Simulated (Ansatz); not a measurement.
## PbS, pressure series

Take PbS in the rock salt structure (space group Fm-3m, No. 225) as the base.

```cif
data_Pb4S4
_chemical_formula_sum 'Pb4 S4'
_space_group_name_H-M_alt 'Fm-3m'
_space_group_IT_number 225
_space_group_name_Hall '-F 4 2 3'
_cell_length_a 5.84501
_cell_length_b 5.84501
_cell_length_c 5.84501
_cell_angle_alpha 90.000
_cell_angle_beta 90.000
_cell_angle_gamma 90.000
loop_
_atom_site_label
_atom_site_type_symbol
_atom_site_symmetry_multiplicity
_atom_site_Wyckoff_symbol
_atom_site_fract_x
_atom_site_fract_y
_atom_site_fract_z
_atom_site_occupancy
Pb1 Pb 4 a 0.00000 0.00000 0.00000 1
S1 S 4 b 0.50000 0.50000 0.50000 1
```
(The calculation used a cell of 2 atoms; values per cell refer to that cell.)

Cell and atoms are relaxed at each pressure.

Method: Ansatz (an electronic-structure program), LDA, PAW, cutoff 420 eV, scalar-relativistic without spin-orbit coupling.

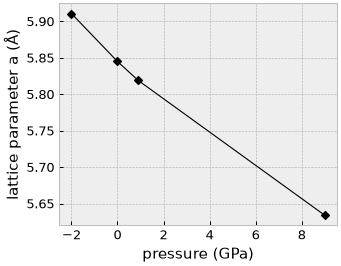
*Lattice parameter a against pressure*

```json
[
 {"pressure (GPa)": "-2", "lattice parameter a": "5.911 Å"},
 {"pressure (GPa)": "0.9", "lattice parameter a": "5.819 Å"},
 {"pressure (GPa)": "9", "lattice parameter a": "5.634 Å"}
]
```

Load acts through the strain it causes; cell and atoms are relaxed under it. Whether these cells are dynamically stable was not tested. Competing high-pressure phases were not computed. The final runs are not spin-polarised.
